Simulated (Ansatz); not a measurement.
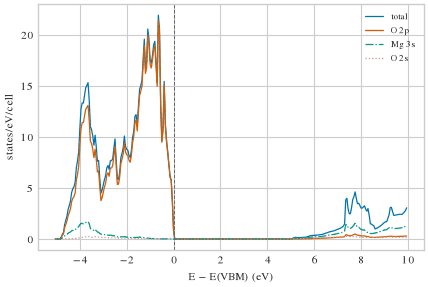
*Total and projected density of states of MgO in space group R-3m (No. 166; Pearson symbol hR16), plane-wave PAW r²SCAN (Ansatz code)*

Problem. Which orbitals carry the states next to the gap?

Solution. Top 1 eV of the valence band: O 2p 98 %. Bottom 1 eV of the conduction band: Mg 3s 57 %, O 2s 30 %, O 2p 11 %. Projections are on Löwdin-orthogonalised atomic valence shells; empty p or d shells of many metals are not among them.

Problem. Where is the tallest occupied peak in this window, and what makes it?

Solution. Near -0.7 eV, about 22 states/eV per cell; the largest projected share is O 2p.

The workflow started from a Materials Project entry (that database holds measured and hypothetical structures alike); the Crystallography Open Database copy checked does not list it. It is not the phase usual at ambient conditions (space group No. 225). Symmetry was held in the r²SCAN relaxation; whether a distortion lowers the energy is not shown.

Potentials: the earlier of the program's two PAW sets.
